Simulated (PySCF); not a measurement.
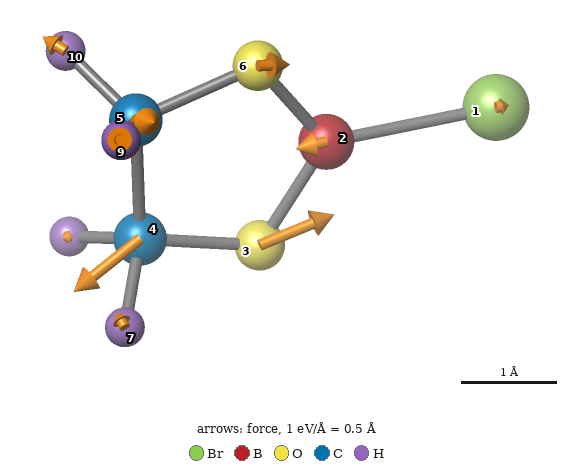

Starting geometry of C2H4BBrO2 with the computed forces as orange arrows. Style: ball-and-stick. Shown at a tilt.

The start comes from GFN2-xTB. Its atoms were then displaced at random by about 0.01 Å.

These are results of PySCF 2.14.0, density-fitted response routines, PBE0-D3(BJ)/def2-SVP geometry optimisation, gas phase, not measurements. 

Is this structure relaxed? If not, where do the atoms go?

Answer. It isn't relaxed: the largest force vector, on a C atom, is 1.82 eV/Å. The final displacements have little in common with the starting forces (cosine between the two patterns 0.16). The energy falls by 7.00 kJ/mol in 4 geometry steps. The largest move after the best rigid fit is that of an O atom, 0.14 Å. Largest moves by element: O 0.14 Å, H 0.12 Å, C 0.03 Å, Br 0.02 Å. B stays in place. Among the contacts that change: C–O 1.382 → 1.422 Å, C–H 1.122 → 1.100 Å, C–C 1.524 → 1.543 Å, B–Br 1.887 → 1.905 Å. Bond angles that change, for instance: O–C–C 107.4° → 104.8°.
